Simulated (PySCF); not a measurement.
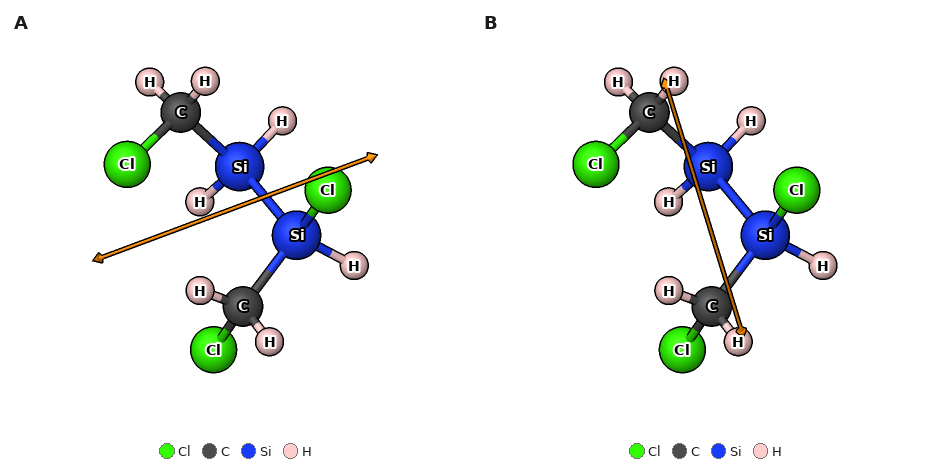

The double arrows show the directions of two transition dipoles from the ground state (lengths mean nothing). The computed structure is the end point of a GFN2-xTB optimisation. No frequency run is at hand to confirm it as a minimum. Properties computed with TDDFT CAM-B3LYP/def2-SVPD, vertical, gas phase, core orbitals frozen in the response (PySCF 2.14.0).

One belongs to singlet state 2 and one to singlet state 3. Which is which?

A: state 3, 6.83 eV (182 nm), oscillator strength 0.022, of mixed character, with the largest part HOMO−2 → LUMO (weight 0.37).
B: state 2, 6.73 eV (184 nm), oscillator strength 0.024, mainly HOMO−1 → LUMO (weight 0.56).

The geometry is semi-empirical. Around Si such bond lengths and angles can be off by a tenth of an ångström or more and by several degrees, and values that hang on the shape move with them.
